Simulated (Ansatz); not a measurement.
# Ta3SiC2: one candidate of a structure search, part 2 of 2

Where does this trial cell of Ta3SiC2 go when cell and atoms are let free?

Ansatz 0.2.0; DFT PBE, scalar-relativistic, plane waves, PAW. Earlier steps stand in the parts before.

### Step 4. Coarse relaxation, continued

The end of the coarse run is made exact in the group found at a tolerance of 0.06 Å and reduced to its primitive cell.

input.yaml

```yaml
crystal:
  lattice:
    - [5.7099178135, 0.0, 0.0]
    - [-2.8549589068, 4.94493388, 0.0]
    - [0.0, 0.0, 3.0237500354]
  atoms:
    - { symbol: Ta, position: [0.5, 0.0, 0.5] }
    - { symbol: Ta, position: [0.5, 0.5, 0.5] }
    - { symbol: Ta, position: [0.0, 0.5, 0.5] }
    - { symbol: Si, position: [0.0, 0.0, 0.0] }
    - { symbol: C, position: [0.3333333333, 0.6666666667, 0.0] }
    - { symbol: C, position: [0.6666666667, 0.3333333333, 0.0] }
basis:
  ecutwfc: 420
kpoints:
  mp_grid: { grid: [6, 6, 6] }
hamiltonian:
  xc: pbe
scf:
  occupations: { method: gaussian, width: 0.1 }
  lower_state_search: "off"
output:
  forces: true
  stress: true
  eigenvalues: true
relax:
  adjacent_minimum: "off"
  f_tol: 0.04
  max_steps: 70
  cell: { stress_tol: 0.4 }
```

Started as:

```bash
$ ansatz run input.yaml --threads 1 --pin off --max-ram 2560MiB --backend cpu --events-out ev --progress --plain --runs-dir out
```

Log, shortened:

```text
Warning: RAYON_NUM_THREADS=1 ignored (pool sized by the plan → 1); use --threads N
[...]
Pseudopotentials: kind: paw
Pseudopotential: Ta, paw, valence charge 13, recommended cutoff 420 eV (normal), Ta.paw.azcp
Pseudopotential: Si, paw, valence charge 4, recommended cutoff 420 eV (normal), Si.paw.azcp
Pseudopotential: C, paw, valence charge 4, recommended cutoff 420 eV (normal), C.paw.azcp
Functional definition: PBE
[...]
Crystal: 6 atoms, lattice volume = 85.376 Å³
Basis set: ecut = 420 eV, 1679 PW (Γ), exchange–correlation on 80×80×48 points (8 copies of the dense FFT grid, shifted against one another)
Bands: 32, of which v1, the nominal top of the filled ones, is band 26 counted from 1 (25 counted from 0)
Symmetry: 24 space group operations
Space group: P6/mmm (ITA 191), of the structure as read, at distance tolerance 4.4e-5 Å
k-points: 28 of 216
[...]
       -0.175113      -0.000000       0.000000
       -0.000000      -0.175113       0.000000
        0.000000       0.000000      -0.323275
  P = ⅓ Tr σ = -0.2245 GPa (-2.245 kbar)
--- Band table (eV; the first three rows and the last of 28) ---
[...]
--- Relaxed structure (3 steps of the walk, 2 accepted, 1 SCFs on fresh bases) ---
  F+E_penalty+E_count = -30933.54938227 eV   max|allowed force component| = 1.234e-17 eV/Å   (the final SCF, on the basis selected at the relaxed cell)
  cell:  # Å, volume = 85.4124 Å³
    - [5.740034680529099, 2.9019792659390977e-11, 0.0]
    - [-2.8700173402896816, 4.971015851927384, 0.0]
    - [0.0, 0.0, 2.9933776018085174]
  atoms:
    - { symbol: Ta, position: [0.5, 4.0389678347315804e-28, 0.49999999999999994] }
    - { symbol: Ta, position: [0.5, 0.5, 0.49999999999999994] }
    - { symbol: Ta, position: [0.0, 0.49999999999999994, 0.49999999999999994] }
    - { symbol: Si, position: [1.2423362884500639e-36, -2.434221052208742e-36, 0.0] }
    - { symbol: C, position: [0.33333333333333326, 0.6666666666666666, 0.0] }
    - { symbol: C, position: [0.6666666666666667, 0.3333333333333333, 0.0] }
```

Run time: 16 s. Hardware: 1 thread of Arm Neoverse V2, shared host; peak memory 0.38 GiB.

The steps of the relaxation:

| step | E - E(step 1) (eV/cell) | largest force component (eV/Å) | pressure (GPa) | volume (Å³) |
| --- | --- | --- | --- | --- |
| 1 | 0.0000 | 0.0000 | -0.50 | 85.38 |
| 2 | 0.0361 | 0.0000 | -0.27 | 85.78 |
| 3 | -0.0153 | 0.0000 | -0.23 | 85.41 |
| 4 | -0.0154 | 0.0000 | -0.22 | 85.41 |

Step 1 is the start. Step 4 repeats the geometry before it on a plane-wave basis chosen anew for that cell, so its energy need not be comparable with the rows above. Step 2 was tried and not accepted.

|  | before | after | change |
| --- | --- | --- | --- |
| a (Å) | 5.710 | 5.740 | +0.5 % |
| b (Å) | 5.710 | 5.740 | +0.5 % |
| c (Å) | 3.024 | 2.993 | -1.0 % |
| volume (Å³/atom) | 14.23 | 14.24 | 0.0 % |
| shortest distance (Å) | 2.237 | 2.233 | -0.2 % |
| space group (0.01 Å) | P6/mmm | P6/mmm | same |

The run keeps the 24 symmetry operations of the start, so it could not have lowered the symmetry.

### Step 5. Full relaxation

The end of the coarse run is made exact in the group found at a tolerance of 0.06 Å and reduced to its primitive cell.

input.yaml

```yaml
crystal:
  lattice:
    - [5.7400346805, 0.0, 0.0]
    - [-2.8700173403, 4.9710158519, 0.0]
    - [0.0, 0.0, 2.9933776018]
  atoms:
    - { symbol: Ta, position: [0.5, 0.0, 0.5] }
    - { symbol: Ta, position: [0.5, 0.5, 0.5] }
    - { symbol: Ta, position: [0.0, 0.5, 0.5] }
    - { symbol: Si, position: [0.0, 0.0, 0.0] }
    - { symbol: C, position: [0.3333333333, 0.6666666667, 0.0] }
    - { symbol: C, position: [0.6666666667, 0.3333333333, 0.0] }
basis:
  ecutwfc: 420
kpoints:
  mp_grid: { grid: [12, 12, 12] }
hamiltonian:
  xc: pbe
scf:
  occupations: { method: gaussian, width: 0.1 }
output:
  forces: true
  stress: true
  eigenvalues: true
  write_density: true
  write_potential: true
  elf: true
  volumetric_format: npy
relax:
  adjacent_minimum: "off"
  f_tol: 0.01
  max_steps: 80
  cell: { stress_tol: 0.05 }
```

Started as:

```bash
$ ansatz run input.yaml --threads 1 --pin off --max-ram 2560MiB --backend cpu --events-out ev --progress --plain --runs-dir out
```

Log, shortened:

```text
Warning: RAYON_NUM_THREADS=1 ignored (pool sized by the plan → 1); use --threads N
[...]
[... 5 set-up lines as earlier in the session ...]
[...]
Crystal: 6 atoms, lattice volume = 85.412 Å³
Basis set: ecut = 420 eV, 1655 PW (Γ), exchange–correlation on 80×80×48 points (8 copies of the dense FFT grid, shifted against one another)
Bands: 32, of which v1, the nominal top of the filled ones, is band 26 counted from 1 (25 counted from 0)
[... 2 set-up lines as earlier in the session ...]
k-points: 133 of 1728
[...]
       -0.015966       0.000000       0.000000
        0.000000      -0.015966       0.000000
        0.000000       0.000000      -0.003102
  P = ⅓ Tr σ = -0.0117 GPa (-0.117 kbar)
--- Band table (eV; the first three rows and the last of 133) ---
[...]
--- Relaxed structure (3 steps of the walk, 2 accepted, 1 SCFs on fresh bases) ---
  F+E_penalty+E_count = -30933.55375105 eV   max|allowed force component| = 4.626e-17 eV/Å   (the final SCF, on the basis selected at the relaxed cell)
  cell:  # Å, volume = 85.3276 Å³
    - [5.730400048443824, 2.8819128296249577e-11, 0.0]
    - [-2.86520002424687, 4.96267201578552, 0.0]
    - [0.0, 0.0, 3.0004685180093573]
  atoms:
    - { symbol: Ta, position: [0.5000000000000001, -4.0389678347315804e-28, 0.5] }
    - { symbol: Ta, position: [0.5000000000000001, 0.49999999999999994, 0.5] }
    - { symbol: Ta, position: [0.0, 0.5, 0.5] }
    - { symbol: Si, position: [-2.7736225337528763e-36, -6.978481950240157e-37, 0.0] }
    - { symbol: C, position: [0.33333333333333337, 0.6666666666666667, 0.0] }
    - { symbol: C, position: [0.6666666666666669, 0.33333333333333337, 0.0] }
```

Wall time 74 s (1 thread of Arm Neoverse V2, shared host); peak memory 0.55 GiB.

The steps of the relaxation:

```csv
step,E - E(step 1) (eV/cell),largest force component (eV/Å),pressure (GPa),volume (Å³)
1,0.0000,0.0000,-0.12,85.41
2,0.0031,0.0000,0.37,85.11
3,-0.0012,0.0000,-0.01,85.33
4,-0.0011,0.0000,-0.01,85.33
```

Step 1 is the start. Step 4 repeats the geometry before it on a plane-wave basis chosen anew for that cell, so its energy need not be comparable with the rows above. Step 2 was tried and not accepted.

|  | before | after | change |
| --- | --- | --- | --- |
| a (Å) | 5.740 | 5.730 | -0.2 % |
| b (Å) | 5.740 | 5.730 | -0.2 % |
| c (Å) | 2.993 | 3.000 | +0.2 % |
| volume (Å³/atom) | 14.24 | 14.22 | -0.1 % |
| shortest distance (Å) | 2.233 | 2.233 | 0.0 % |
| space group (0.01 Å) | P6/mmm | P6/mmm | same |

Forces and stress were held to the start's 24 operations: a distortion of lower symmetry was not tested.

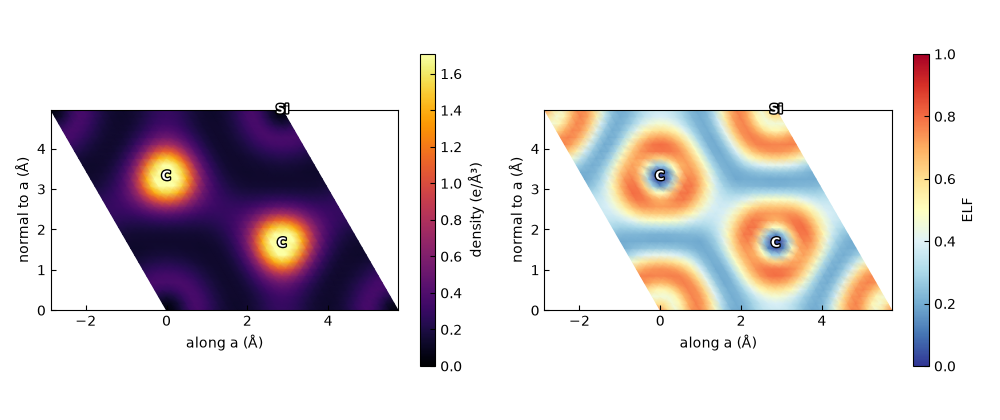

Density (left) and ELF (right) in a lattice plane of the grid's cell (edges 5.73 and 5.73 Å, at 0.000 of the third edge), which holds Si and C. Only atoms in the plane are labelled. Both are smooth fields of the valence electrons: close to the nuclei they are not physical.

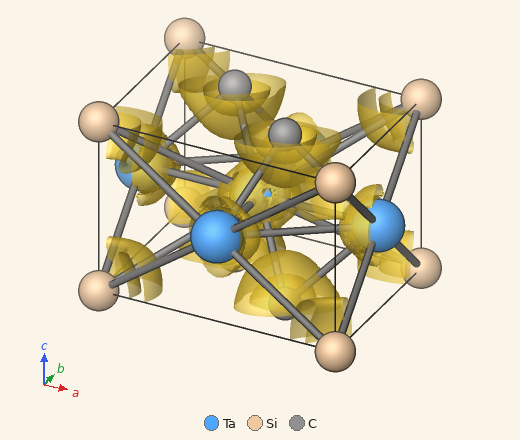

Surface of ELF = 0.71, drawn in one cell.

Outside the cores ELF peaks at 0.80 beside C, off the lines to its neighbours, 0.8 Å from C; 0.77 in the shell around Si, 0.9 Å from Si.

### Step 6. Variant: dispersion d4, lower_state_search light

input.yaml

```yaml
crystal:
  lattice:
    - [5.7304000484, 0.0, 0.0]
    - [-2.8652000242, 4.9626720158, 0.0]
    - [0.0, 0.0, 3.000468518]
  atoms:
    - { symbol: Ta, position: [0.5, 0.0, 0.5] }
    - { symbol: Ta, position: [0.5, 0.5, 0.5] }
    - { symbol: Ta, position: [0.0, 0.5, 0.5] }
    - { symbol: Si, position: [0.0, 0.0, 0.0] }
    - { symbol: C, position: [0.3333333333, 0.6666666667, 0.0] }
    - { symbol: C, position: [0.6666666667, 0.3333333333, 0.0] }
basis:
  ecutwfc: 420
kpoints:
  mp_grid: { grid: [12, 12, 12] }
hamiltonian:
  xc: pbe
  dispersion: d4
scf:
  occupations: { method: gaussian, width: 0.1 }
  lower_state_search: light
output:
  forces: true
  eigenvalues: true
  stress: true
```

Started as:

```bash
$ ansatz run input.yaml --threads 1 --pin off --max-ram 2560MiB --backend cpu --events-out ev --progress --plain --runs-dir out
```

Log, shortened:

```text
Warning: RAYON_NUM_THREADS=1 ignored (pool sized by the plan → 1); use --threads N
[...]
[... 5 set-up lines as earlier in the session ...]
[...]
Crystal: 6 atoms, lattice volume = 85.328 Å³
Basis set: ecut = 420 eV, 1667 PW (Γ), exchange–correlation on 80×80×48 points (8 copies of the dense FFT grid, shifted against one another)
Bands: 32, of which v1, the nominal top of the filled ones, is band 26 counted from 1 (25 counted from 0)
[... 2 set-up lines as earlier in the session ...]
k-points: 133 of 1728
[...]
SCF iter   7: F=-30935.273259 eV  HF=-30935.273259 eV  |F-HF|=4.73e-10  |Δ(HF+E_count)|=   1.25e-8  Δρ=2.05e-6  dr2=3.11e-9  ethr=1.96e-10  ⟨swp⟩=8.5  Hψ=16934  notcnv=0
[...]
SCF converged after 7 iterations
Free energy (F): -30935.273259 eV
[...]
E sigma→0 (E₀):  -30935.267348 eV
Entropy (-TS):   -0.011822 eV (-1.970 meV/atom)
Fermi energy:    15.812879 eV
[...]
--- Forces (eV/Å), atoms counted from 1 ---
  atom   1  Ta     0.00000000     0.00000000     0.00000000
  atom   2  Ta     0.00000000     0.00000000     0.00000000
  atom   3  Ta     0.00000000     0.00000000     0.00000000
  atom   4  Si     0.00000000     0.00000000     0.00000000
  atom   5  C     -0.00000000    -0.00000000     0.00000000
  atom   6  C     -0.00000000     0.00000000     0.00000000
[...]
--- Stress (GPa, compression-positive) ---
       -3.216260       0.000000       0.000000
        0.000000      -3.216260       0.000000
        0.000000       0.000000      -3.205215
  P = ⅓ Tr σ = -3.2126 GPa (-32.126 kbar)
--- Band table (eV; the first three rows and the last of 133) ---
[...]
```

It took 16 s on 1 thread of Arm Neoverse V2, shared host; peak memory 0.52 GiB.

| run | ending | energy change | pressure (GPa) | gap (eV) | force (eV/Å) | cycles | time |
| --- | --- | --- | --- | --- | --- | --- | --- |
| step 5 | converged | 0 | 0.0 | 0.00 | 0.00 | - | 74 s |
| variant | converged | -286.6 meV/atom (dispersion and other settings together) | -3.2 | 0.00 | 0.00 | 7 | 16 s |

Changing the dispersion term and search for lower states moves the energy by -286.6 meV/atom, and the pressure goes from 0.0 to -3.2 GPa.

### Step 7. Outcome

This closing draws on all 2 parts. Changes of volume or cell count from the first structure of part 1.

| quantity | value |
| --- | --- |
| symmetry at the end (tolerance 0.05 Å) | space group P6/mmm (No. 191) |
| conventional cell | a = 5.730 Å, b = 5.730 Å, c = 3.000 Å, α = 90.00°, β = 90.00°, γ = 120.00° |
| volume | 14.22 Å³/atom |
| energy over the elements | +0.15 eV/atom |
| gap on the mesh | none (metal) |

**Reading.** The space group P6/mmm (No. 191) is kept, and the volume per atom shrinks by 7.7 % from the first guess. The formation energy is positive, so the separate elements lie lower. No finished test with a distortion of lower symmetry is shown, so the end may be a saddle point. Spin-orbit coupling is left out for Ta.
